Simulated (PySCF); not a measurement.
```json
{"atom": "Si", "x (Å)": "1.5543", "y (Å)": "0.8688", "z (Å)": "-0.0016"}
{"atom": "Si", "x (Å)": "0.2601", "y (Å)": "-1.2163", "z (Å)": "-0.1183"}
{"atom": "Si", "x (Å)": "-1.7678", "y (Å)": "0.1535", "z (Å)": "0.0736"}
{"atom": "H", "x (Å)": "2.8672", "y (Å)": "0.1764", "z (Å)": "-0.1861"}
{"atom": "H", "x (Å)": "1.1246", "y (Å)": "1.7176", "z (Å)": "-1.1385"}
{"atom": "H", "x (Å)": "1.3236", "y (Å)": "1.4389", "z (Å)": "1.3472"}
{"atom": "H", "x (Å)": "0.4896", "y (Å)": "-2.0929", "z (Å)": "1.0590"}
{"atom": "H", "x (Å)": "0.3711", "y (Å)": "-1.9017", "z (Å)": "-1.4318"}
{"atom": "H", "x (Å)": "-1.8346", "y (Å)": "0.9889", "z (Å)": "-1.1492"}
{"atom": "H", "x (Å)": "-1.6712", "y (Å)": "0.8976", "z (Å)": "1.3523"}
{"atom": "H", "x (Å)": "-2.6916", "y (Å)": "-1.0228", "z (Å)": "0.0922"}
```

Geometry: PBE0-D3(BJ)/ma-def2-SVP.

All numbers below come from DFT single point, gas phase, functional PBE0 in PySCF 2.14.0, density-fitted response routines.

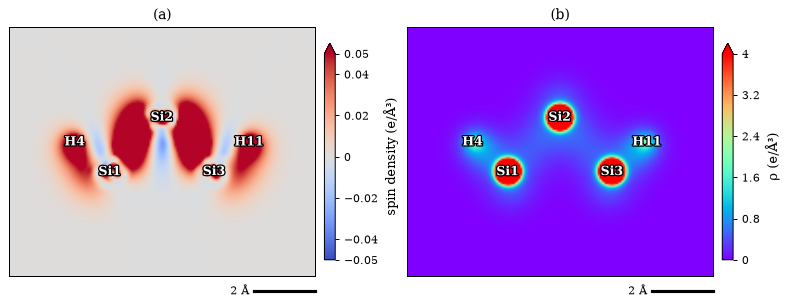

H₈Si₃ (charge +1, doublet). (a) spin density (α minus β); (b) electron density on the plane of atoms Si1, Si2 and Si3.

### Read the bonding off the picture.

Atoms in the plane: Si and H.
Si–Si (2.45 Å): the density is about 0.47 e/Å³ at the midpoint.
Si–H (1.50 Å): ρ at the midpoint is about 0.81 e/Å³.
The unpaired spin (1 electron) lies mostly on Si2 (about 0.4), Si1 (about 0.2) and Si3 (about 0.2), in electrons by Hirshfeld's partition.
